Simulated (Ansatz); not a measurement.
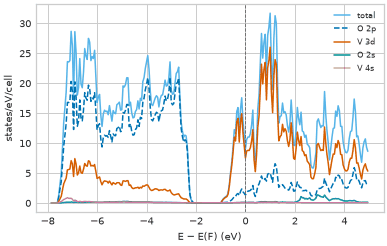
Figure. Total and projected density of states of VO$_{2}$ in space group Pbca (No. 61; V on 8c, O on 8c, O on 8c), PBEsol in the plane-wave PAW code Ansatz

Q: Which orbitals carry the states next to the Fermi level?

A: Within 0.5 eV of the Fermi level: V 3d 84 %, O 2p 14 %. Projections are on Löwdin-orthogonalised atomic valence shells; empty p or d shells of many metals are not among them.

Q: Where is the tallest occupied peak in this window, and what makes it?

A: Near -7.0 eV, about 29 states/eV per cell; the largest projected share is O 2p.

The start of the workflow was typed in or built on a structure type; the Crystallography Open Database copy checked does not list it. COD files the formula under space group No. 10, 12, 14, 136, so this cell is another polymorph or a model. Its standing as an ambient phase is unchecked. The PBEsol relaxation kept the symmetry of its start; its stability against distortions is not shown here. Spin order of the final state: ferromagnetic, chosen from 2 collinear starts compared on coarse meshes (ties went to the first, and starts can fall back to one state), not a proven ground state. No Hubbard U is applied. The compound may be a true metal, but semilocal functionals without U, or a wrong spin order, can also close a gap.

Potentials: the later of the program's two PAW sets.
